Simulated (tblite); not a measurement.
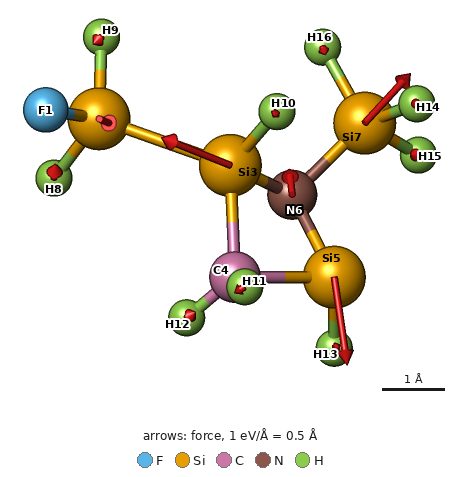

Starting geometry of CH$_{9}$FNSi$_{4}$ (multiplicity 2) with the computed forces as red arrows. The picture is a ball-and-stick view, seen at a tilt.

All numbers below come from GFN2-xTB geometry optimisation, gas phase in tblite. 

Is this structure relaxed? If not, where do the atoms go?

Answer. It isn't relaxed: the largest force vector, on a Si atom, is 3.01 eV/Å. The final displacements have little in common with the starting forces (cosine between the two patterns 0.16). The atom that moves furthest after the best rigid fit is an H atom (0.71 Å). Largest moves by element: H 0.71 Å, N 0.65 Å, Si 0.40 Å, F 0.40 Å, C 0.21 Å. Among the contacts that change: Si–Si 2.794 → 3.182 Å, Si–Si 2.818 → 3.162 Å, N–Si 1.701 → 1.774 Å, N–Si 1.684 → 1.725 Å. Among the angles between lasting bonds that change: Si–N–Si 111.3° → 130.8°, Si–N–Si 112.3° → 130.0°, Si–Si–N 118.5° → 110.7°. The energy falls by 95.6 kJ/mol in 89 geometry steps. The run took 1.5 s on 1 thread of Arm Neoverse N1, on a shared host.
